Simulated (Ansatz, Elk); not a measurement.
**Bonding as seen by X-rays: ZnCr2P2**

Structure refinements treat a crystal as free atoms side by side. For a made-up structure of ZnCr2P2 (cell and positions from a PBEsol relaxation) the runs below show what the calculated density changes in F(hkl).

Method: DFT, PBE, all-electron APW+lo, Dirac cores, scalar-relativistic bands, static density, ferromagnetic start, in Elk 11.2.3 (patched build).

The structure was built from a prototype and need not be the compound's stable phase.

**1. The structure**

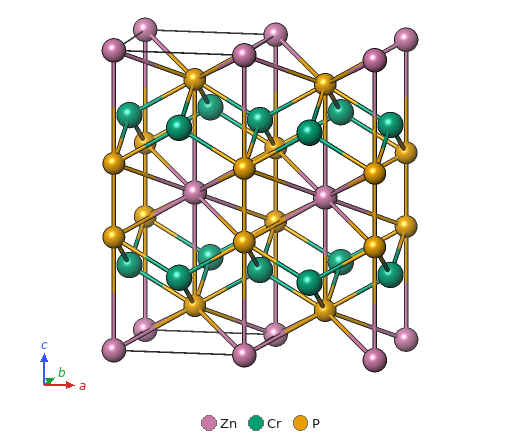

The starting structure, seen slightly off an axis (zinc pink, chromium teal, phosphorus orange). 2×1×1 cells are drawn. This picture shows the conventional cell, with its axes. Some periodic images of atoms are drawn too.

**2. Ground state and structure factors**

An all-electron density is needed, since X-rays see the cores too. Task 0 finds the density and task 195 Fourier-transforms it; tshift is off so that phases refer to the origin typed.

File elk.in:

```
tasks
  0
  195
  196

xctype
  20

spinpol
  .true.

rgkmax
  7.0

gmaxvr
  14.0

lmaxo
  7

lmaxapw
  8

swidth
  0.002

tshift
  .false.

ramdisk
  .false.

hmaxvr
  5.5

maxscl
  120

epspot
  1e-06

reducebf
  0.8

sppath
  './'

avec
  -3.68264421781 3.68264421781 8.33543671655
  3.68264421781 -3.68264421781 8.33543671655
  3.68264421781 3.68264421781 -8.33543671655

atoms
  3
  'Zn.in'
  1
  -0.0000000000 -0.0000000000 -0.0000000000   0.000000 0.000000 0.000000
  'Cr.in'
  2
  0.2500000000 0.7500000000 0.5000000000   0.000000 0.000000 -0.025000
  0.7500000000 0.2500000000 0.5000000000   0.000000 0.000000 -0.025000
  'P.in'
  2
  0.3771488923 0.3771488923 0.0000000000   0.000000 0.000000 0.000000
  0.6228511077 0.6228511077 -0.0000000000   0.000000 0.000000 0.000000

ngridk
  7 7 7
```

Launch:

```sh
OMP_NUM_THREADS=4 elk
```

Numbers of over 12 decimals in the logs are rounded to 6 here.

The program printed:

```text
┌─────────────────────────┐
│ Elk code version 11.2.3 │
└─────────────────────────┘

All units are atomic (Hartree, Bohr, etc.)

┌─────────────────────────────────────────────────┐
│ Ground-state run starting from atomic densities │
└─────────────────────────────────────────────────┘

Lattice vectors :
  -3.682644218       3.682644218       8.335436717
   3.682644218      -3.682644218       8.335436717
   3.682644218       3.682644218      -8.335436717

Reciprocal lattice vectors :
 -0.1514832615E-16  0.8530806854      0.3768959876
  0.8530806854     -0.1514832615E-16  0.3768959876
  0.8530806854      0.8530806854     -0.1206694337E-16

Unit cell volume      :    452.1763844
Brillouin zone volume :   0.5485695892

Muffin-tin inner radius fraction :   0.1000000000E-01

Nuclei treated as point charges

Species : 1 (Zn)
 parameters loaded from : Zn.in
 name : zinc
 nuclear charge    :   -30.00000000
 electronic charge :    30.00000000
 atomic mass :    119233.3130
 muffin-tin radius :    2.400000000
 number of radial points in muffin-tin :    993
 inner part over the whole radius :   0.9843840322E-02
 number on inner part of muffin-tin    :    701
 approximate nuclear radius :   0.7484757725E-04
 number of mesh points to nuclear radius :    337
 atomic positions (lattice), magnetic fields (Cartesian) :
  1 :   0.00000000  0.00000000  0.00000000    0.00000000  0.00000000  0.00000000

Species : 2 (Cr)
 parameters loaded from : Cr.in
 name : chromium
 nuclear charge    :   -24.00000000
 electronic charge :    24.00000000
 atomic mass :    94783.09202
 muffin-tin radius :    2.190839328
 number of radial points in muffin-tin :    993
 inner part over the whole radius :   0.9970853892E-02
 number on inner part of muffin-tin    :    698
 approximate nuclear radius :   0.6987106690E-04
 number of mesh points to nuclear radius :    330
 atomic positions (lattice), magnetic fields (Cartesian) :
  1 :   0.25000000 -0.25000000  0.50000000    0.00000000  0.00000000 -0.02500000
  2 :  -0.25000000  0.25000000  0.50000000    0.00000000  0.00000000 -0.02500000

Species : 3 (P)
 parameters loaded from : P.in
 name : phosphorus
 nuclear charge    :   -15.00000000
 electronic charge :    15.00000000
 atomic mass :    56461.71230
 muffin-tin radius :    2.008269384
 number of radial points in muffin-tin :    793
 inner part over the whole radius :   0.9880048333E-02
 number on inner part of muffin-tin    :    552
 approximate nuclear radius :   0.6081821256E-04
 number of mesh points to nuclear radius :    250
 atomic positions (lattice), magnetic fields (Cartesian) :
  1 :   0.37714889  0.37714889  0.00000000    0.00000000  0.00000000  0.00000000
  2 :  -0.37714889 -0.37714889  0.00000000    0.00000000  0.00000000  0.00000000

Total number of atoms per unit cell :    5
Total muffin-tin volume :    213.8560332
 ratio of muffin-tin to unit cell volume :   0.4729482577

Spin treatment :
 spin-polarised
 global magnetic field (Cartesian) :    0.000000000       0.000000000       0.000000000
 collinear magnetisation in z-direction

Number of Bravais lattice symmetries :   16
Number of crystal symmetries         :   16
Crystal has inversion symmetry
Real symmetric eigensolver will be used

k-point grid :      7     7     7
k-point offset :    0.000000000       0.000000000       0.000000000
k-point set is reduced with full crystal symmetry group
Total number of k-points :       40

Muffin-tin radius times maximum |G+k| :    7.000000000
 using average radius
Maximum |G+k| for APW functions       :    3.241275725
Maximum (1/2)|G+k|²                   :    5.252934161
Maximum |G| for potential and density :    14.00000000
Constant for pseudocharge density :    8
 order of it for each species :   15  15  15
 order of it for pair densities of each species (exact exchange by exxq0 0: 16) :   12  10   8
Radial integration step length :    1

G-vector grid sizes :     45    45    45
Number of G-vectors :    20953

Maximum angular momentum used for
[...]
Absolute change in total energy (target)   :    3.642433386     (  0.1000000000E-03)

[... loops 3 to 24 left out ...]

┌──────────────────┐
│ Loop number : 25 │
└──────────────────┘

Energies :
 Fermi                       :     0.350211
 sum of occupied eigenvalues :     -2621.3631788633
 electron kinetic            :      4641.8806905740
 core electron kinetic       :      4210.1151903142
 Coulomb                     :     -9008.0710520063
 Coulomb potential           :     -6983.1893755361
 nuclear-nuclear             :     -768.47114559656
 electron-nuclear            :     -9518.9750049287
 Hartree                     :      1279.3750985190
 Madelung                    :     -5516.4763642383
 xc potential                :     -280.03871908469
 xc effective B-field        :    -0.15781834015834E-01
 external B-field            :      0.000000
 exchange                    :     -211.05041071662
 correlation                 :     -4.873317
 electron entropic           :    -0.14760430186818E-02
 total energy                :     -4582.1155649164
 (external B-field energy excluded from total)

Density of states at Fermi energy :    112.5626748
 (states/Hartree/unit cell)

Estimated indirect band gap :   0.5364079154E-03
 from k-point 24 to k-point 9
Estimated direct band gap   :   0.3074665751E-02
 at k-point 3

Charges :
 core                        :    52.00000000
 valence                     :    56.00000000
 interstitial                :    8.183589126
 muffin-tins (core leakage)
  species : 1 (Zn)
[...]
species : 2 (Cr)
[...]
species : 3 (P)
[...]
total in muffin-tins        :    99.81641087
 total calculated charge     :    107.9977176
 total charge                :    108.0000000
 error                       :   0.2282412928E-02

Moments :
 interstitial                :   0.6060988496E-01
 muffin-tins
  species : 1 (Zn)
[...]
species : 2 (Cr)
[...]
species : 3 (P)
[...]
total in muffin-tins        :    1.133049141
 total moment                :    1.193659026

RMS change in Kohn-Sham potential (target) :   0.6592272587E-06 (  0.1000000000E-05)
Absolute change in total energy (target)   :   0.7897505020E-04 (  0.1000000000E-03)

Convergence targets achieved

┌──────────────────┐
│ Loop number : 26 │
└──────────────────┘

Energies :
 Fermi                       :     0.350212
 sum of occupied eigenvalues :     -2621.3632473456
 electron kinetic            :      4641.8806160223
 core electron kinetic       :      4210.1151714543
 Coulomb                     :     -9008.0710146952
 Coulomb potential           :     -6983.1894375541
 nuclear-nuclear             :     -768.47114559656
 electron-nuclear            :     -9518.9748663255
 Hartree                     :      1279.3749972269
 Madelung                    :     -5516.4762959181
 xc potential                :     -280.03866500375
 xc effective B-field        :    -0.15764664622058E-01
 external B-field            :      0.000000
 exchange                    :     -211.05039625883
 correlation                 :     -4.873318
 electron entropic           :    -0.14760505011743E-02
 total energy                :     -4582.1155887029
 (external B-field energy excluded from total)

Density of states at Fermi energy :    112.5574883
 (states/Hartree/unit cell)

Estimated indirect band gap :   0.5362612684E-03
 from k-point 24 to k-point 9
Estimated direct band gap   :   0.3064226692E-02
 at k-point 3

Charges :
 core                        :    52.00000000
 valence                     :    56.00000000
 interstitial                :    8.183597846
 muffin-tins (core leakage)
  species : 1 (Zn)
[...]
species : 2 (Cr)
[...]
atom 2                    :    22.51600453     ( -0.2180410075E-06)
  species : 3 (P)
   atom 1                    :    12.99456048     (  0.9805962502E-03)
   atom 2                    :    12.99456048     (  0.9805962502E-03)
 total in muffin-tins        :    99.81640215
 total calculated charge     :    107.9977176
 total charge                :    108.0000000
 error                       :   0.2282409900E-02

Moments :
 interstitial                :   0.6059507712E-01
 muffin-tins
  species : 1 (Zn)
[...]
species : 2 (Cr)
[...]
atom 2                    :   0.6086092404
  species : 3 (P)
   atom 1                    :  -0.3192215914E-01
   atom 2                    :  -0.3192215914E-01
 total in muffin-tins        :    1.132429281
 total moment                :    1.193024358

┌──────────────────────────────┐
│ Self-consistent loop stopped │
└──────────────────────────────┘

Warning : core states of species 3 leak from the muffin-tin :   0.9805962502E-03

Wrote STATE.OUT
```

Run time: 5.6 min. Hardware: 4 threads of Intel Xeon 6975P-C (Granite Rapids), shared host; peak memory 0.39 GiB.

SFACRHO.OUT:

```text

h k l indices transformed by vhmat matrix:
   1.000000000       0.000000000       0.000000000    
   0.000000000       1.000000000       0.000000000    
   0.000000000       0.000000000       1.000000000    

      h      k      l  multipl.   |H|            Re(F)            Im(F)           |F|

      0      0      0      1   0.0000000       108.00000      0.16168727E-15   108.00000    
      1      1     -1      2  0.75379198      -14.693272     -0.47064059E-14   14.693272    
     -1      0      0      8  0.93262921       9.1089027     -0.39220049E-14   9.1089027    
      1     -1      0      4   1.2064383       9.2837665     -0.34102048E-14   9.2837665    
      1      2     -1      8   1.4164046       37.435092     -0.62752079E-14   37.435092    
     -2      0      1      8   1.4225666       59.041377     -0.15688020E-14   59.041377    
      2      2     -2      2   1.5075840       37.554298      0.24708631E-13   37.554298    
      1     -1      1      4   1.7061614       72.545571     -0.62925446E-14   72.545571    
      0     -2      0      8   1.8652584      -8.7829206      -0.0000000       8.7829206    
     -3     -1      2      8   1.9308813      -26.462753     -0.82362104E-14   26.462753    
      2     -1     -1     16   1.9444238       8.4366226      0.39220049E-14   8.4366226    
     -2     -3      3      8   2.0685771       32.673440      0.11766015E-13   32.673440    
     -1     -2      0     16   2.2174735       30.337761      0.54908069E-14   30.337761    
      3      3     -3      2   2.2613759      -9.2480930     -0.94128119E-14   9.2480930    
     -3     -1      3      8   2.2767951       30.384615     -0.24561556E-13   30.384615    
      2     -2      0      4   2.4128766       60.613876     -0.55925973E-14   60.613876    
      1      1     -3      8   2.5278797      -6.9267429     -0.94128119E-14   6.9267429    
     -4     -2      3      8   2.5630674       41.848212     -0.10981614E-13   41.848212
```

Elk indexes on the primitive cell of elk.in and gives |H| = 4π sin θ/λ in inverse bohr. Below, one row stands for each form hkl of the conventional cell (m members, Friedel mates merged), F is for one primitive cell and the density is static (no thermal factor). Free-atom factors are Waasmaier and Kirfel's, and R is Σm||F|−|F'||/Σm|F|.

```
hkl   m  sin θ/λ (Å⁻¹)  abs F, DFT  neutral atoms   diff.
002   2          0.113      14.693         14.489  +0.204
101   8          0.140       9.109          9.403  -0.294
110   4          0.181       9.284          8.681  +0.603
103   8          0.213      37.435         37.422  +0.013
112   8          0.214      59.041         59.884  -0.842
004   2          0.227      37.554         38.514  -0.960
200   4          0.257      72.546         73.393  -0.848
202   8          0.281       8.783          9.250  -0.467
114   8          0.290      26.463         26.877  -0.414
211  16          0.292       8.437          8.528  -0.091
105   8          0.311      32.673         33.092  -0.418
213  16          0.334      30.338         30.703  -0.366
006   2          0.340       9.248          9.528  -0.280
204   8          0.342      30.385         30.529  -0.145
```

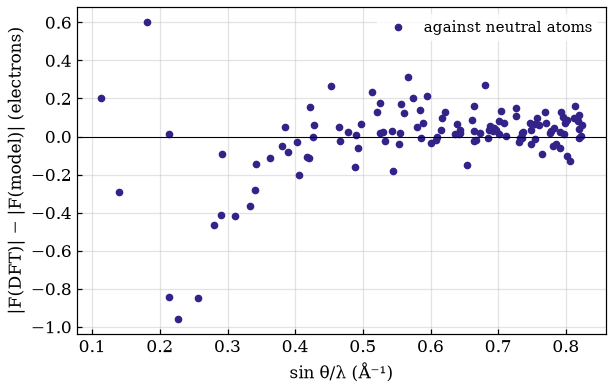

Difference between the calculated structure factors and the independent-atom ones.

**3. The magnetisation density**

The same run holds the spin density, and task 196 transforms it. The order is that of the start, and no other was tried.

SFACMAG_1.OUT:

```text

h k l indices transformed by vhmat matrix:
   1.000000000       0.000000000       0.000000000    
   0.000000000       1.000000000       0.000000000    
   0.000000000       0.000000000       1.000000000    

      h      k      l  multipl.   |H|            Re(F)            Im(F)           |F|

      0      0      0      1   0.0000000       1.1930244      0.39770529E-17   1.1930244    
      1      1     -1      2  0.75379198      -1.1315383     -0.99582157E-16   1.1315383    
     -1      0      0      8  0.93262921      0.35699622E-01  0.16852365E-16  0.35699622E-01
      1     -1      0      4   1.2064383     -0.92087236      0.19740945E-17  0.92087236    
      1      2     -1      8   1.4164046     -0.24303040E-01  0.65111410E-17  0.24303040E-01
     -2      0      1      8   1.4225666      0.73969589     -0.51706120E-16  0.73969589    
      2      2     -2      2   1.5075840      0.66935064      0.14152157E-15  0.66935064    
      1     -1      1      4   1.7061614      0.61112670     -0.59520610E-16  0.61112670    
      0     -2      0      8   1.8652584     -0.52346901     -0.19150415E-17  0.52346901    
     -3     -1      2      8   1.9308813     -0.45072301      0.12361593E-15  0.45072301    
      2     -1     -1     16   1.9444238      0.54627695E-02  0.15320332E-17  0.54627695E-02
     -2     -3      3      8   2.0685771      0.44326102E-02 -0.99582157E-17  0.44326102E-02
     -1     -2      0     16   2.2174735      0.64953503E-02 -0.53621161E-17  0.64953503E-02
      3      3     -3      2   2.2613759     -0.31252397     -0.13213786E-15  0.31252397    
     -3     -1      3      8   2.2767951      0.36232096     -0.13204211E-15  0.36232096    
      2     -2      0      4   2.4128766      0.26026949      0.94904499E-18  0.26026949
```

The total moment is 1.19 μB a cell; sphere moments: Zn1 -0.02, Cr2 +0.61, Cr3 +0.61, P4 -0.03, P5 -0.03 μB. Polarised neutrons measure spin and orbital magnetisation together; without spin-orbit coupling the run gives the spin part:

```
hkl  sin θ/λ (Å⁻¹)  abs F_M (μB)
002          0.113         1.131
101          0.140         0.036
110          0.181         0.921
103          0.213         0.024
112          0.214         0.740
004          0.227         0.669
200          0.257         0.611
202          0.281         0.523
114          0.290         0.451
211          0.292         0.005
105          0.311         0.004
213          0.334         0.006
006          0.340         0.312
204          0.342         0.362
```

(Part 1 of 2 ends here.)

[Logs are printed without paths, hosts, clocks, repeated set-up lines and the standing remarks that a program may print on its own settings, such as how far it seeks lower states.]

[Hosts, paths, dates, database ids (printed as entryN), source tags and the programs' standing remarks are cut or masked in the printed files.]
